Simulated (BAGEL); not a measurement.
# CHF3S (trifluoromethanethiol): B3LYP/6-31G(d) (density fitting with qzvpp-jkfit, spherical functions)

What is the energy change on altering one bond length of CHF3S (trifluoromethanethiol) at B3LYP/6-31G* (density fitting with qzvpp-jkfit, spherical functions)? 

The results are computed with BAGEL 1.2.2.

2 further runs of the same task are left out: 2 set aside as unsound or not needed.

## 1. The structure to begin with

The species is CHF3S (6 atoms), meant as a singlet with charge 0. SMILES: `FC(F)(F)S`. The coordinates come from a PBE0-D4/def2-TZVP relaxation.

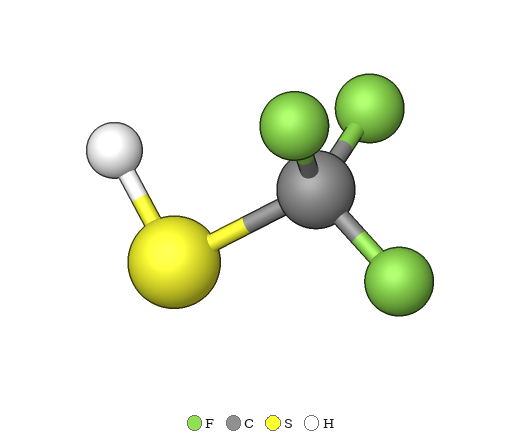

Viewed from a chosen angle; fluorine green, carbon grey, sulfur yellow, hydrogen white.

## 2. A single-point energy at B3LYP/6-31G(d) (density fitting with qzvpp-jkfit, spherical functions)

The input, job.json:

```json
{ "bagel" : [

{
  "title" : "molecule",
  "basis" : "6-31gs.json",
  "df_basis" : "qzvpp-jkfit",
  "angstrom" : true,
  "geometry" : [
    { "atom" : "F", "xyz" : [       0.555700,      -0.904600,       1.298300 ] },
    { "atom" : "C", "xyz" : [       0.126100,      -0.394900,       0.146500 ] },
    { "atom" : "F", "xyz" : [      -0.982300,      -1.045000,      -0.208500 ] },
    { "atom" : "F", "xyz" : [       1.041700,      -0.649700,      -0.788400 ] },
    { "atom" : "S", "xyz" : [      -0.150000,       1.372100,       0.387100 ] },
    { "atom" : "H", "xyz" : [      -0.549200,       1.558100,      -0.881200 ] }
  ]
},

{
  "title" : "ks",
  "xc_func" : "b3lyp"
},

{
  "title" : "print",
  "file" : "orbitals.molden",
  "orbitals" : true
}

]}
```

The basis set 6-31G* is read from a file made from the Basis Set Exchange's data (not shown).

The run is started by

```bash
$ BAGEL_NUM_THREADS=1 BAGEL job.json > job.out
```

The program printed:

```text
* using 1 threads per process

  ===============================================================
  ===============================================================

  *** Geometry ***

  { "atom" : "F", "xyz" : [      1.050121,     -1.709446,      2.453431 ] },
  { "atom" : "C", "xyz" : [      0.238294,     -0.746253,      0.276845 ] },
  { "atom" : "F", "xyz" : [     -1.856278,     -1.974764,     -0.394008 ] },
  { "atom" : "F", "xyz" : [      1.968528,     -1.227755,     -1.489860 ] },
  { "atom" : "S", "xyz" : [     -0.283459,      2.592893,      0.731513 ] },
  { "atom" : "H", "xyz" : [     -1.037838,      2.944382,     -1.665227 ] },

  Number of auxiliary basis functions:      452

  Since a DF basis is specified, we compute 2- and 3-index integrals:
    o Being stored without compression. Storage requirement is 0.021 GB

  Number of basis functions:       76
  Number of electrons      :       50

    * METHOD: MOLECULE                             0.20

  *** Kohn-Sham DFT ***

    * Removing 10958 points whose weight is below 1.00e-10
    * Grid points: 78478

  === Nuclear Repulsion ===
   252.7108368531

       - DIIS with orbital gradients will be used.

  === KS iteration (b3lyp / 6-31gs.json) ===
      0       -702.07963776          0.14432125           0.28
      1       -617.23248438          0.17704629           0.26
      2       -539.77159614          0.21743792           0.29
      3       -718.50471752          0.13913346           0.29
      4       -718.48008376          0.13716917           0.26
      5       -716.69613094          0.14683058           0.27
      6       -716.85752261          0.14606729           0.29
      7       -649.09530367          0.25174973           0.29
      8       -735.70651271          0.04458304           0.25
      9       -736.02554897          0.03351374           0.28
     10       -736.37113959          0.00797217           0.29
     11       -736.39719136          0.00277248           0.28
     12       -736.39963688          0.00123896           0.25
     13       -736.40019403          0.00021079           0.29
     14       -736.40022185          0.00004537           0.28
     15       -736.40022315          0.00000907           0.28
     16       -736.40022319          0.00000509           0.25
     17       -736.40022319          0.00000171           0.28
     18       -736.40022320          0.00000032           0.28
     19       -736.40022320          0.00000021           0.27
     20       -736.40022320          0.00000004           0.25
     21       -736.40022320          0.00000001           0.29
     22       -736.40022320          0.00000000           0.28
    * SCF iteration converged.

    * Permanent dipole moment:
           (    0.163472,    -0.340238,     0.338860) a.u.

    * METHOD: KS                                   6.65

    * METHOD: PRINT                                0.01

  ===============================================================
```

Wall time 7.2 s (1 thread of Arm Neoverse V2, shared host); peak memory 0.32 GiB.

## 3. The distorted shape, same level

The input, calc.json:

```json
{ "bagel": [

{
  "title": "molecule",
  "basis": "6-31gs.json",
  "df_basis": "qzvpp-jkfit",
  "angstrom": true,
  "geometry": [
    { "atom": "F", "xyz": [    0.721971,   -0.807078,    1.351554 ] },
    { "atom": "C", "xyz": [    0.292371,   -0.297378,    0.199754 ] },
    { "atom": "F", "xyz": [   -0.982300,   -1.045000,   -0.208500 ] },
    { "atom": "F", "xyz": [    1.207971,   -0.552178,   -0.735146 ] },
    { "atom": "S", "xyz": [    0.016271,    1.469622,    0.440354 ] },
    { "atom": "H", "xyz": [   -0.382929,    1.655622,   -0.827946 ] }
  ]
},
{ "title": "ks", "xc_func": "b3lyp" },
{ "title": "print", "file": "orbitals.molden", "orbitals": true }

]}
```

The basis set 6-31G* is read from a file made from the Basis Set Exchange's data (not shown).

The run is started by

```bash
$ BAGEL_NUM_THREADS=1 BAGEL calc.json > calc.out
```

The program printed:

```text
* using 1 threads per process

  ===============================================================
  ===============================================================

  *** Geometry ***

  { "atom" : "F", "xyz" : [      1.364327,     -1.525156,      2.554067 ] },
  { "atom" : "C", "xyz" : [      0.552501,     -0.561963,      0.377480 ] },
  { "atom" : "F", "xyz" : [     -1.856278,     -1.974764,     -0.394008 ] },
  { "atom" : "F", "xyz" : [      2.282734,     -1.043465,     -1.389225 ] },
  { "atom" : "S", "xyz" : [      0.030748,      2.777183,      0.832148 ] },
  { "atom" : "H", "xyz" : [     -0.723631,      3.128672,     -1.564591 ] },

  Number of auxiliary basis functions:      452

  Since a DF basis is specified, we compute 2- and 3-index integrals:
    o Being stored without compression. Storage requirement is 0.021 GB

  Number of basis functions:       76
  Number of electrons      :       50

    * METHOD: MOLECULE                             0.19

  *** Kohn-Sham DFT ***

    * Removing 10666 points whose weight is below 1.00e-10
    * Grid points: 78770

  === Nuclear Repulsion ===
   245.3704452080

       - DIIS with orbital gradients will be used.

  === KS iteration (b3lyp / 6-31gs.json) ===
      0       -701.72530635          0.14311996           0.30
      1       -628.53517012          0.18259208           0.28
      2       -539.53141726          0.22202607           0.27
      3       -722.39514341          0.12811489           0.25
      4       -723.87957867          0.12855452           0.29
      5       -721.72894650          0.13136649           0.28
      6       -721.61907561          0.13135196           0.26
      7       -645.22301358          0.25484212           0.25
      8       -731.84447476          0.07883859           0.28
      9       -734.88041499          0.05899055           0.29
     10       -736.30544211          0.01207400           0.26
     11       -736.35739334          0.00802486           0.26
     12       -736.38045568          0.00301603           0.29
     13       -736.38351019          0.00047941           0.29
     14       -736.38358543          0.00018066           0.26
     15       -736.38359771          0.00011940           0.26
     16       -736.38360460          0.00001281           0.29
     17       -736.38360469          0.00000543           0.29
     18       -736.38360470          0.00000183           0.26
     19       -736.38360470          0.00000039           0.27
     20       -736.38360470          0.00000017           0.29
     21       -736.38360470          0.00000006           0.29
     22       -736.38360470          0.00000001           0.26
     23       -736.38360470          0.00000001           0.27
    * SCF iteration converged.

    * Permanent dipole moment:
           (   -0.104342,    -0.578445,     0.250036) a.u.

    * METHOD: KS                                   6.88

    * METHOD: PRINT                                0.01

  ===============================================================
```

Run time: 7.5 s. Hardware: 1 thread of Arm Neoverse V2, shared host; peak memory 0.32 GiB.

## 4. Results

Level: B3LYP/6-31G* (density fitting with qzvpp-jkfit, spherical functions).

```
                                                         quantity          value
                                        first shape: total energy  -736.40022 Eh
                                       first shape: dipole moment         1.29 D
                                         first shape: HOMO energy       -7.70 eV
                                         first shape: LUMO energy       -0.28 eV
                                       first shape: HOMO–LUMO gap        7.42 eV
                                    distorted shape: total energy  -736.38360 Eh
                                   distorted shape: dipole moment         1.62 D
                                     distorted shape: HOMO energy       -7.92 eV
                                     distorted shape: LUMO energy       -0.65 eV
                                   distorted shape: HOMO–LUMO gap        7.27 eV
energy change with the C2–F3 bond stretched from 1.333 to 1.533 Å       0.452 eV
```

In words: With the C2–F3 bond stretched from 1.333 to 1.533 Å the energy rises by 0.45 eV (10.4 kcal/mol). The first shape isn't relaxed at this level, so the change isn't measured from a minimum.
